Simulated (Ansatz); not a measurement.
# The perfect GaP wire along [111], 26 atoms a period, H-terminated, part 2 of 2

Wanted: the relaxed geometry and the bands of the GaP wire along [111], 26 atoms a period, H-terminated.

Ansatz 0.2.0; DFT PBE, plane waves, PAW; relaxation of a wire's period; PAW set soft_1 (the session's first sound run).

So far: Set-up; The relaxed wire.

### Step 2. The relaxed wire (continued)

The steps of the relaxation:

| step | energy less that of the first step (eV) | largest force component (eV/Å) | pressure (GPa) | volume (Å³) |
| --- | --- | --- | --- | --- |
| 1 | 0.0000 | 1.1919 | 0.22 | 2685.38 |
| 2 | -2.9503 | 0.5180 | 0.11 | 2685.00 |
| 3 | -3.6916 | 0.2673 | -0.05 | 2677.65 |
| 4 | -4.0010 | 0.2301 | 0.05 | 2658.80 |
| 5 | -4.0752 | 0.1857 | 0.09 | 2659.30 |
| 6 | -4.1241 | 0.0301 | 0.01 | 2659.62 |
| 7 | -4.1325 | 0.0171 | 0.01 | 2660.35 |
| 8 | -4.1349 | 0.0290 | 0.00 | 2660.84 |
| 9* | -4.1317 | 0.0290 | 0.00 | 2660.84 |

Relaxation steps marked * repeat the geometry before them on a plane-wave basis chosen anew for their cell, so energy and pressure can jump there.

Forces are held to the 2 operations that the run works with; a distortion that breaks them can't arise in this run.

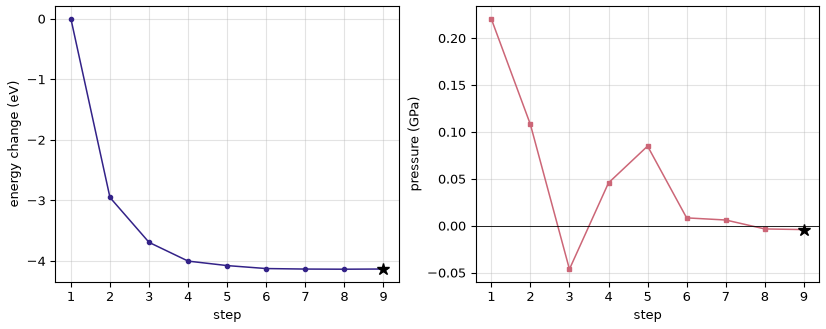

Energy and pressure along the relaxation. Stars mark steps on a basis chosen anew.

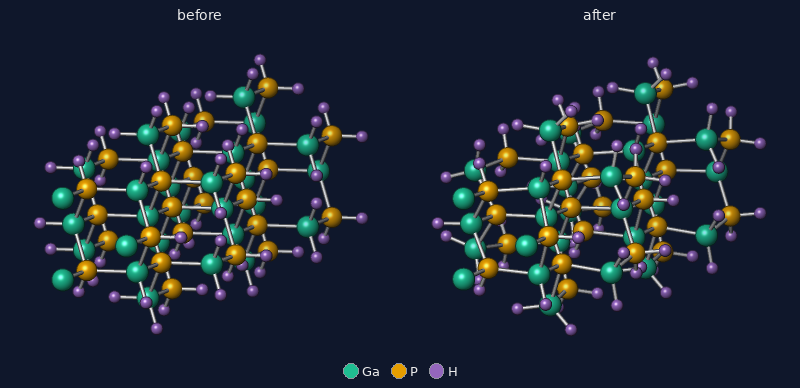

Before and after, at one scale.

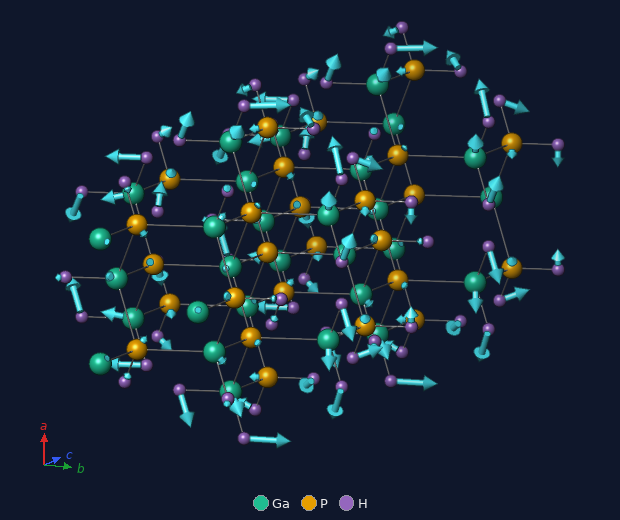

Displacements in the relaxation, exaggerated, measured against the changing cell; the longest in the cell stands for 0.70 Å. 1×1×2 cells are drawn. Some periodic images of atoms are drawn too.

| cell as run | before | after | change |
| --- | --- | --- | --- |
| c (Å) | 9.544 | 9.456 | -0.9 % |

The atoms that moved most (Å, along periodic axes as changes of fractional coordinates times the final cell, across vacuum about the mean position):

| atom | dx | dy | dz | length |
| --- | --- | --- | --- | --- |
| H22 | 0.547 | -0.349 | 0.269 | 0.702 |
| H25 | -0.547 | -0.349 | 0.269 | 0.702 |
| H21 | -0.573 | -0.301 | 0.264 | 0.699 |
| H26 | 0.573 | -0.301 | 0.264 | 0.699 |
| H29 | 0.028 | 0.642 | 0.262 | 0.694 |
| H18 | -0.028 | 0.642 | 0.262 | 0.694 |
| H27 | 0.000 | -0.578 | -0.191 | 0.608 |
| H20 | 0.000 | -0.578 | -0.191 | 0.608 |

Numbers from this step:

| Property | Result |
| --- | --- |
| cell length along the wire | 9.456 Å |

The cell's length comes to 9.456 Å with spin left out.

### Step 3. The wire at its relaxed period

This step: DFT PBE, plane waves, PAW; bands of a perfect wire; PAW set soft_1 (Ansatz 0.2.0).

At the relaxed period the bands are computed along the axis; those that cross an energy going forward count the channels that a perfect wire would open there.

input.yaml reads:

```yaml
crystal:
  lattice:
    - [17.172, 0.0, 0.0]
    - [0.0, 16.386, 0.0]
    - [0.0, 0.0, 9.4563845977]
  atoms:
    - { symbol: Ga, position: [0.388050067, 0.436708566, 0.005715007] }
    - { symbol: Ga, position: [0.500012984, 0.639933544, 0.005656376] }
    - { symbol: P, position: [0.39295379, 0.43952607, 0.254964133] }
    - { symbol: P, position: [0.500012984, 0.633904112, 0.254935888] }
    - { symbol: P, position: [0.607072178, 0.43952607, 0.254964133] }
    - { symbol: H, position: [0.308219341, 0.620287707, 0.270033382] }
    - { symbol: H, position: [0.500012984, 0.272189953, 0.270025067] }
    - { symbol: H, position: [0.691806627, 0.620287707, 0.270033382] }
    - { symbol: H, position: [0.324199987, 0.397876845, 0.298134344] }
    - { symbol: H, position: [0.500012984, 0.717108095, 0.298212534] }
    - { symbol: H, position: [0.675825981, 0.397876845, 0.298134344] }
    - { symbol: Ga, position: [0.379823408, 0.577059757, 0.341197027] }
    - { symbol: Ga, position: [0.500012984, 0.358822474, 0.341138693] }
    - { symbol: Ga, position: [0.62020256, 0.577059757, 0.341197027] }
    - { symbol: P, position: [0.38326093, 0.574903688, 0.590271772] }
    - { symbol: P, position: [0.500012984, 0.362965136, 0.59024667] }
    - { symbol: P, position: [0.616765038, 0.574903688, 0.590271772] }
    - { symbol: H, position: [0.196346493, 0.588971742, 0.639178193] }
    - { symbol: H, position: [0.244365128, 0.430669167, 0.591971285] }
    - { symbol: H, position: [0.311470325, 0.308607231, 0.591315039] }
    - { symbol: H, position: [0.278076337, 0.737350811, 0.639355437] }
    - { symbol: H, position: [0.418400114, 0.186219285, 0.639885549] }
    - { symbol: H, position: [0.432881293, 0.773031992, 0.591421324] }
    - { symbol: H, position: [0.567144675, 0.773031992, 0.591421324] }
    - { symbol: H, position: [0.581625854, 0.186219285, 0.639885549] }
    - { symbol: H, position: [0.721949631, 0.737350811, 0.639355437] }
    - { symbol: H, position: [0.688555643, 0.308607231, 0.591315039] }
    - { symbol: H, position: [0.75566084, 0.430669167, 0.591971285] }
    - { symbol: H, position: [0.803679475, 0.588971742, 0.639178193] }
    - { symbol: Ga, position: [0.257910666, 0.518985161, 0.648057415] }
    - { symbol: Ga, position: [0.391182465, 0.277085326, 0.648138337] }
    - { symbol: Ga, position: [0.366754941, 0.716688856, 0.648015995] }
    - { symbol: Ga, position: [0.500012984, 0.504289041, 0.658212312] }
    - { symbol: Ga, position: [0.633271027, 0.716688856, 0.648015995] }
    - { symbol: Ga, position: [0.608843503, 0.277085326, 0.648138337] }
    - { symbol: Ga, position: [0.742115302, 0.518985161, 0.648057415] }
    - { symbol: P, position: [0.273710618, 0.496310058, 0.90531273] }
    - { symbol: P, position: [0.38009346, 0.303127585, 0.905222403] }
    - { symbol: P, position: [0.393596087, 0.713880655, 0.905188248] }
    - { symbol: P, position: [0.500012984, 0.504399977, 0.914615209] }
    - { symbol: P, position: [0.606429881, 0.713880655, 0.905188248] }
    - { symbol: P, position: [0.619932508, 0.303127585, 0.905222403] }
    - { symbol: P, position: [0.726315351, 0.496310058, 0.90531273] }
    - { symbol: H, position: [0.212363335, 0.447850538, 0.961764064] }
    - { symbol: H, position: [0.25930105, 0.567319254, 0.987531346] }
    - { symbol: H, position: [0.309356426, 0.271638666, 0.961547444] }
    - { symbol: H, position: [0.327760051, 0.69160278, 0.987669934] }
    - { symbol: H, position: [0.403076539, 0.793857152, 0.961275132] }
    - { symbol: H, position: [0.431533655, 0.254634054, 0.987686402] }
    - { symbol: H, position: [0.568492313, 0.254634054, 0.987686402] }
    - { symbol: H, position: [0.596949429, 0.793857152, 0.961275132] }
    - { symbol: H, position: [0.672265917, 0.69160278, 0.987669934] }
    - { symbol: H, position: [0.690669542, 0.271638666, 0.961547444] }
    - { symbol: H, position: [0.740724918, 0.567319254, 0.987531346] }
    - { symbol: H, position: [0.787662633, 0.447850538, 0.961764064] }
    - { symbol: Ga, position: [0.611975901, 0.436708566, 0.005715007] }
kpoints:
  mp_grid: { grid: [1, 1, 9] }
  band_path: { path: ["Γ", Z], npoints: 90 }
scf:
  occupations: { method: fermi_dirac, width: 0.05 }
hamiltonian:
  xc: pbe
  pseudopotentials: { kind: paw, azcp: { folder: soft_1 } }
output:
  dos: { e_range: [-5, 4] }
  write_potential: true
  write_density: true
  volumetric_format: npy
```

Launch:

```
$ ansatz run input.yaml --threads 4 --pin off --max-ram 16384MiB --backend cpu --events-out ev --progress --plain --runs-dir out
```

Numbers of over 12 decimals in the logs are rounded to 6 here.

Log:

```text
[...]
Crystal: 56 atoms, lattice volume = 2660.841 Å³
Basis set: ecut = 420 eV, 52045 PW (Γ)
Bands: 188, of which v1, the nominal top of the filled ones, is band 132 counted from 1 (131 counted from 0)
Symmetry: 2 space group operations
[...]
k-points: 5 of 9 (time reversal used)
[...]
SCF iter   1: F=—  HF=-59493.416635 eV  |F-HF|=—  |Δ(HF+E_count)|=         —  Δρ=3.65e-2  dr2=3.30e1  ethr=3.10e-3  ⟨swp⟩=8.8  Hψ=4901  notcnv=0  defer=74
[...]
SCF iter  11: F=-59482.832820 eV  HF=-59482.832820 eV  |F-HF|=2.42e-9  |Δ(HF+E_count)|=   5.13e-8  Δρ=6.30e-7  dr2=1.26e-8  ethr=3.79e-11  ⟨swp⟩=18.6  Hψ=6332  notcnv=0
SCF 1 converged in 11 iterations: F = -59482.832820 eV  dr2 = 1.26e-8
[...]
NSCF: frozen V_eff on 91 k-points
WARN: pass on a band path, mesh or list of k-points: the 91 k-points are solved 20 at a time at the most, because the 14.40 GiB of host memory that the pass is priced against does not hold them all with the solver's workspace as planned. The pass can take longer, above all where fewer k-points are solved at a time than the run has threads. As a rule a larger memory budget leaves room for more at once. The budget is what a run with no `--max-ram-frac` typed is planned for, 0.8 of the host's memory or its container's limit. More memory there lifts it, and so does a share over 0.88 that is typed (of such a share the budget is ten elevenths): [rest of the remark cut]
WARN: The output density's exchange-correlation potential varies sharply where the density is thin. Do not read a vacuum level from v_tot or v_xc, or from such a field of the output density. On a cell that repeats whose density bears no net charge and no dipole along the vacuum's axis use v_es (v_loc + v_h of the components); under efield.dipole_correction with no amplitude use v_es + v_field, which holds any externa [...]
SCF converged after 11 iterations
Free energy (F): -59482.832820 eV
[...]
Internal energy: -59482.832820 eV  (E = F + TS)
E sigma→0 (E₀):  -59482.832820 eV
Fermi energy:    -1.600444 eV
[...]
--- Band table (eV; the first three rows and the last of 5) ---
  k-point 0: bands = [... 128 lower, -3.4101, -3.4099, -3.3967, -3.1174, -0.0603, 0.1627, 0.4534, 0.4538, ... 52 higher]
  k-point 1: bands = [... 128 lower, -3.4121, -3.4120, -3.3909, -3.1647, -0.0403, 0.1919, 0.4139, 0.4163, ... 52 higher]
  k-point 2: bands = [... 128 lower, -3.4179, -3.4178, -3.3775, -3.3025, 0.0135, 0.2525, 0.3209, 0.3259, ... 52 higher]
  k-point 4: bands = [... 128 lower, -3.6955, -3.4315, -3.4311, -3.3563, 0.1416, 0.1447, 0.1485, 0.2752, ... 52 higher]
```

Elapsed: 31 min, on 4 threads of Arm Neoverse V1, shared host; peak memory 12 GiB; 2.1 h of CPU time.

Numbers from this step:

* band gap: 3.057 eV

The electronic bands at the labelled points (eV, zero at the Fermi level; v1 is the highest filled band, c1 the lowest empty one):

| point | v4 | v3 | v2 | v1 | c1 | c2 | c3 | c4 |
| --- | --- | --- | --- | --- | --- | --- | --- | --- |
| Γ | -1.81 | -1.81 | -1.80 | -1.52 | 1.54 | 1.76 | 2.05 | 2.05 |
| Z | -2.09 | -1.83 | -1.83 | -1.75 | 1.74 | 1.74 | 1.75 | 1.87 |

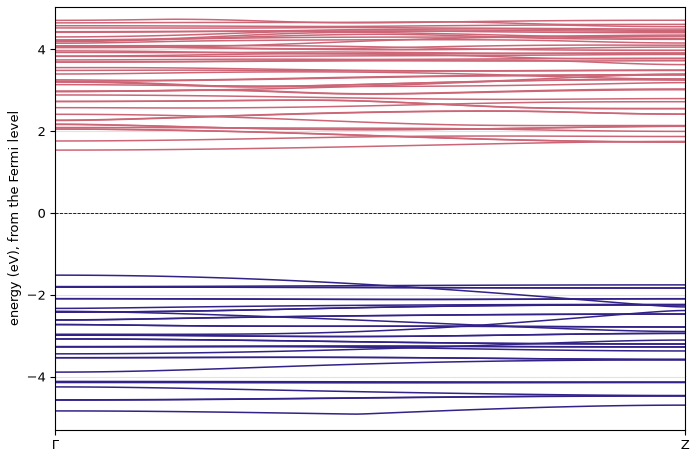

Electronic bands along the path; lines of filled and empty bands in two colours.

The gap is 3.06 eV, with spin left out.

The path shows a direct gap of 3.06 eV (valence top at Γ, conduction bottom at Γ).

### Step 4. Another level of theory, cutoff 500 eV, k-mesh 1×1×7

This step: DFT r2SCAN, plane waves, PAW; bands of a perfect wire at the PBE geometry; PAW set soft_1 (Ansatz 0.2.0).

The atoms stay at the PBE geometry and the functional changes. r2SCAN also reads the kinetic-energy density; it often gives larger moments and wider gaps than PBE, at a higher cost. Against the first PBE run of this kind, the cutoff is 500 eV against 420 and the mesh along the wire has 7 points against 9.

input.yaml: that of step 3 with these lines changed.

```diff
@@ -63,3 +63,3 @@
 kpoints:
-  mp_grid: { grid: [1, 1, 9] }
+  mp_grid: { grid: [1, 1, 7] }
   band_path: { path: ["Γ", Z], npoints: 90 }
@@ -68,8 +68,3 @@
 hamiltonian:
-  xc: pbe
+  xc: r2scan
   pseudopotentials: { kind: paw, azcp: { folder: soft_1 } }
-output:
-  dos: { e_range: [-5, 4] }
-  write_potential: true
-  write_density: true
-  volumetric_format: npy
```

Log:

```text
[...]
Crystal: 56 atoms, lattice volume = 2660.841 Å³
Basis set: ecut = 500 eV, 67639 PW (Γ), exchange–correlation on 512×480×288 points (64 copies of the dense FFT grid, shifted against one another)
Bands: 188, of which v1, the nominal top of the filled ones, is band 132 counted from 1 (131 counted from 0)
Symmetry: 2 space group operations
[...]
k-points: 4 of 7 (time reversal used)
[...]
SCF iter   1: F=—  HF=-59632.582240 eV  |F-HF|=—  |Δ(HF+E_count)|=         —  Δρ=3.59e-2  dr2=3.01e1  dr2_τ=4.48e-1  ethr=3.10e-3  ⟨swp⟩=9.0  Hψ=4000  notcnv=0  defer=71
[...]
SCF iter  10: F=-59625.981353 eV  HF=-59625.981353 eV  |F-HF|=5.59e-8  |Δ(HF+E_count)|=   1.55e-6  Δρ=1.55e-6  dr2=6.58e-8  dr2_τ=1.75e-9  ethr=3.79e-11  ⟨swp⟩=18.2  Hψ=5148  notcnv=0
SCF 1 converged in 10 iterations: F = -59625.981353 eV  dr2 = 6.58e-8
[...]
SCF converged after 10 iterations
Free energy (F): -59625.981353 eV
[...]
Internal energy: -59625.981353 eV  (E = F + TS)
E sigma→0 (E₀):  -59625.981353 eV
Fermi energy:    -1.638226 eV
[...]
--- Band table (eV) ---
  k-point 0: bands = [... 128 lower, -3.6422, -3.6411, -3.6372, -3.3238, 0.0726, 0.3206, 0.5806, 0.5810, ... 52 higher]
  k-point 1: bands = [... 128 lower, -3.6447, -3.6445, -3.6281, -3.4050, 0.1040, 0.3672, 0.5240, 0.5265, ... 52 higher]
  k-point 2: bands = [... 128 lower, -3.6532, -3.6531, -3.6368, -3.6086, 0.1821, 0.4119, 0.4161, 0.4341, ... 52 higher]
  k-point 3: bands = [... 128 lower, -3.9347, -3.6620, -3.6615, -3.5952, 0.2646, 0.3156, 0.3193, 0.4180, ... 52 higher]
```

Wall time 51 min (4 threads); peak memory 13 GiB; 3.4 h of CPU time.

Numbers from this step:

```yaml
band_gap: 3.396 eV
```

The electronic bands at the labelled points (eV, zero at the Fermi level; v1 is the highest filled band, c1 the lowest empty one):

| point | v4 | v3 | v2 | v1 | c1 | c2 | c3 | c4 |
| --- | --- | --- | --- | --- | --- | --- | --- | --- |
| Γ | -2.00 | -2.00 | -2.00 | -1.69 | 1.71 | 1.96 | 2.22 | 2.22 |
| Z | -2.29 | -2.03 | -2.02 | -1.96 | 1.92 | 1.94 | 1.94 | 2.05 |

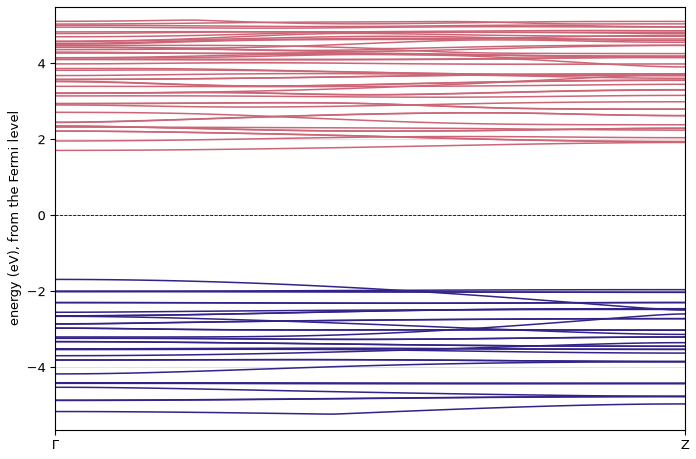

Electronic bands along the path; lines of filled and empty bands in two colours.

The gap is 3.40 eV, against 3.06 eV under PBE at the relaxed period.

### Step 5. Results

```yaml
cell_length_pbe: 9.456 Å
gap_pbe: 3.06 eV
gap_r2scan: 3.40 eV
```

**Reading.** Under PBE the cell's length is 9.46 Å, and a gap of 3.06 eV makes it a semiconductor. At the relaxed period the wire is gapped under every functional, from 3.06 eV (PBE) to 3.40 eV (r2SCAN). Weak screening in one dimension makes quasiparticle gaps larger than the semilocal gaps, as a rule. Plain hydrogen on a compound's surface is a simple closure: it may leave surface states, and facets that end in unlike atoms put a field across the wire, both of which shrink the gap.

[Logs are printed without paths, hosts, clocks, repeated set-up lines and the standing remarks that a program may print on its own settings, such as how far it seeks lower states.]

[Hosts, paths, dates, database ids (printed as entryN), source tags and the programs' standing remarks are cut or masked in the printed files.]
